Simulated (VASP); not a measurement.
Input:

```yaml
crystal:
  lattice:
    - [4.19003, 0.00000, 0.00000]
    - [-2.09501, 3.62867, 0.00000]
    - [0.00000, 0.00000, 3.92133]
  atoms:
    - { symbol: Pb, position: [0.00000, 0.00000, 0.00000] }
    - { symbol: Se, position: [0.66667, 0.33333, 0.50000] }
```

All values below come from r2SCAN meta-GGA, VASP's PBE PAW potentials (set 64) (plane waves; VASP). Run with 400 eV cut-off, 11×11×11 Γ-centred mesh, tetrahedra with Blöchl corrections, potentials Pb_d Se.

Unless said otherwise, spin-orbit coupling is left out, though it shifts the bands of the heavy elements here.

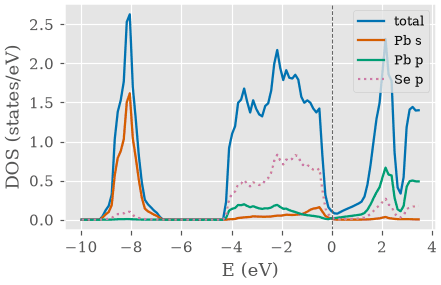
Figure: Total and projected density of states, zero at the Fermi level

Within 2 eV below the Fermi level the largest weight inside VASP's projection spheres is Se p.

It has no gap at this level: it comes out as a metal or semimetal.

The structure was generated: PbSe was put into the WC type (P-6m2), which need not be its known phase. It was relaxed first.
